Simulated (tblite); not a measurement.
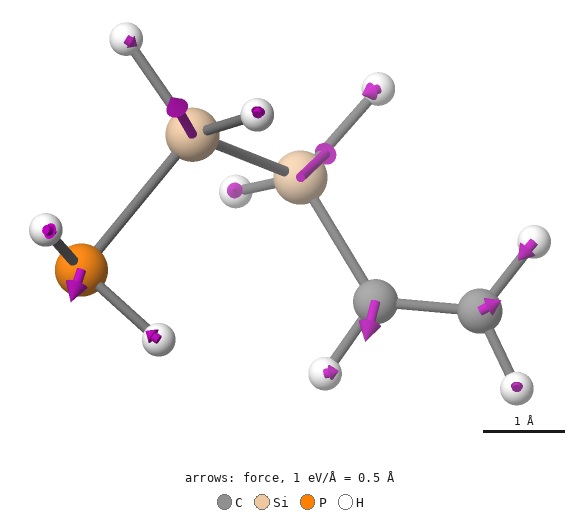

Starting geometry of C₂H₉PSi₂ (charge +1, multiplicity 2) with the computed forces as purple arrows. A ball-and-stick model, seen at a tilt.

Computed with GFN2-xTB geometry optimisation, gas phase in tblite. 

Question: What follows when this structure is relaxed?

Answer: It isn't relaxed: the largest force vector, on a Si atom, is 2.30 eV/Å. The final displacements have little in common with the starting forces (cosine between the two patterns 0.30). The atom that moves furthest after the best rigid fit is an H atom (0.38 Å). By element the largest moves are H 0.38 Å, P 0.31 Å, Si 0.22 Å, C 0.15 Å. Among the contacts that change: Si–Si 2.312 → 2.617 Å, H–Si 1.492 → 1.457 Å, C–Si 1.839 → 1.868 Å, H–P 1.416 → 1.396 Å. Bond angles that change, for instance: P–Si–H 106.9° → 127.5°, Si–Si–P 110.7° → 97.3°, C–Si–Si 110.7° → 98.7°. The energy falls by 10.0 kcal/mol in 84 geometry steps.
